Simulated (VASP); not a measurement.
Energy against volume of SrVO₃ (cubic perovskite). Computed with RPBE GGA, VASP's PBE PAW potentials (set 64) (plane waves; VASP 6.6.1).

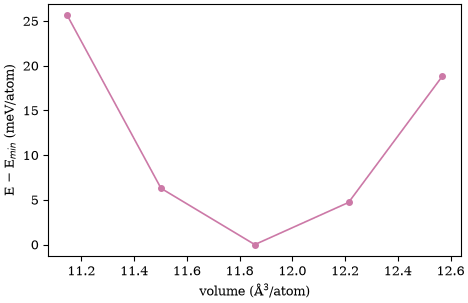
Fig. 1. Energy against volume

Estimate the equilibrium volume and the bulk modulus.

The minimum lies near 11.9 Å³/atom, and the curvature gives B0 of about 160 GPa.

Measured: a 3.842 Å (computed value off by +1.5 %), as given by Samuel D. Marks et al., Physical Review Materials (2021), arXiv:2103.05797. The calculation is for a static lattice, while the measured a holds thermal and zero-point effects, which are part of the difference.

The compound is SrVO3 in the cubic perovskite structure. It was relaxed first. The run is not spin-polarised, so no magnetic state was tried.
